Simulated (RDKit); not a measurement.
# Run report: BSiH3O2, property calculation

- system: BSiH3O2
- method: EHT (RDKit 2026.09.1)

The geometry comes from this level: GFN2-xTB.

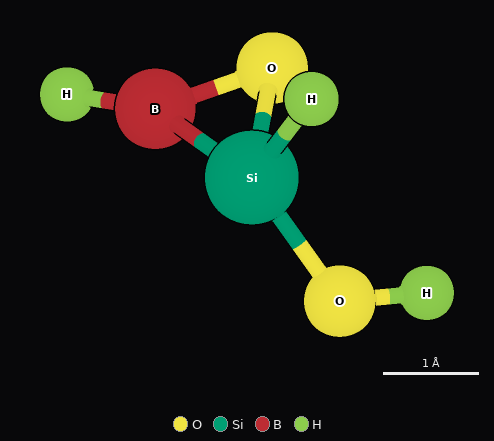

**Figure 1.** The input geometry (ball-and-stick view, seen at a tilt).

## Input file (ff.py)
```python
# eht eht with RDKit
import json
import numpy as np
from rdkit import Chem
from rdkit.Chem import AllChem
from rdkit.Chem import rdDetermineBonds
from rdkit.Chem import rdEHTTools

m = Chem.MolFromXYZFile("mol.xyz")
symbols = [a.GetSymbol() for a in m.GetAtoms()]
start = m.GetConformer().GetPositions().copy()

ok, res = rdEHTTools.RunMol(m, keepOverlapAndHamiltonianMatrices=True)
if not ok:
    raise RuntimeError("the extended Hueckel run failed")
eps = np.array(res.GetOrbitalEnergies())
nel = res.numElectrons
homo = (nel + 1) // 2 - 1
print(f"{res.numOrbitals} orbitals, {nel} valence electrons, sum of one-electron energies {res.totalEnergy:.4f} eV")
for i in range(max(0, homo - 3), min(len(eps), homo + 4)):
    print(f"{i + 1:4d} {eps[i]:10.4f} eV", "(HOMO)" if i == homo else "(LUMO)" if i == homo + 1 else "")
q = np.array(res.GetAtomicCharges())
print("Mulliken charges:", " ".join(f"{a}{i + 1}={c:+.3f}" for i, (a, c) in enumerate(zip(symbols, q))))
op = res.GetReducedOverlapPopulationMatrix()
pairs = [(k, i, op[i * (i + 1) // 2 + k]) for i in range(len(symbols)) for k in range(i) if abs(op[i * (i + 1) // 2 + k]) > 0.1]
print("reduced overlap populations above 0.1")
for k, i, p in pairs:
    print(f"  {symbols[k]}{k + 1}-{symbols[i]}{i + 1} {p:7.3f}")
json.dump(dict(symbols=symbols, start=start.tolist(), energy=res.totalEnergy * 23.060548, homo=eps[homo], lumo=eps[homo + 1] if homo + 1 < len(eps) else None, orbital_energies=eps.round(4).tolist(), charges_mulliken=q.tolist(), bond_orders=[[k + 1, i + 1, round(p, 4)] for k, i, p in pairs], nel=nel), open("results.json", "w"))
```

## File mol.xyz
```
7

O     -0.978410     0.890910    -1.093880
Si     0.128850     0.693200     0.080520
B      1.109760    -0.918820     0.115820
O     -0.052650    -1.052380     0.689070
H     -1.894770     0.641680    -0.967690
H     -0.303680     1.380010     1.290070
H      1.990900    -1.634600    -0.113910
```

Hardware: 1 thread of Arm Neoverse V2, 24 GiB of memory available, shared host.

Launched with:
```bash
python ff.py
```

## Log
```
!!! Warning !!! Distance between atoms 5 and 1 (0.957995 A) is suspicious.
19 orbitals, 22 valence electrons, sum of one-electron energies -414.3080 eV
   8   -14.9008 eV
   9   -14.7881 eV
  10   -14.5784 eV
  11   -11.9599 eV (HOMO)
  12    -7.3870 eV (LUMO)
  13    -5.0092 eV
  14     2.4079 eV
Mulliken charges: O1=-0.994 Si2=+1.417 B3=+0.763 O4=-1.236 H5=+0.423 H6=-0.206 H7=-0.167
reduced overlap populations above 0.1
  O1-Si2   0.509
  Si2-B3   0.691
  Si2-O4   0.192
  B3-O4   0.665
  O1-H5   0.615
  Si2-H6   0.754
  B3-H7   0.804
```

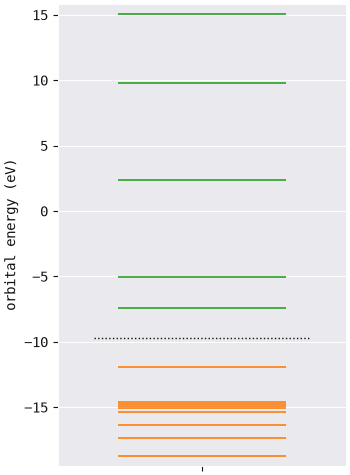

**Figure 2.** Orbital energies near the frontier; the dotted line parts filled from empty levels, and levels within 0.02 eV of each other stand side by side. Highest filled −11.96 eV, lowest empty −7.39 eV, 4.57 eV apart.

## Results in brief

| quantity | value |
| --- | --- |
| outcome | converged |
| total energy | −15.225539 hartree |
| HOMO | −11.96 eV |
| LUMO | −7.39 eV |
| peak memory | 0.073 GiB |
